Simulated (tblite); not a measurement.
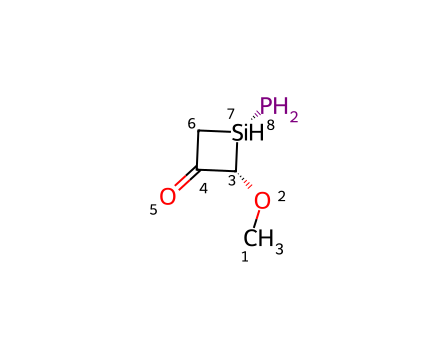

A structural formula, with wedges where it has stereocentres; small numbers name the atoms. The configuration is that of a computed structure (GFN2-xTB).

> Assign CIP descriptors.

C3: S; Si7: S.

> Give a SMILES with the stereochemistry.

CO[C@@H]1C(=O)C[Si@@H]1P
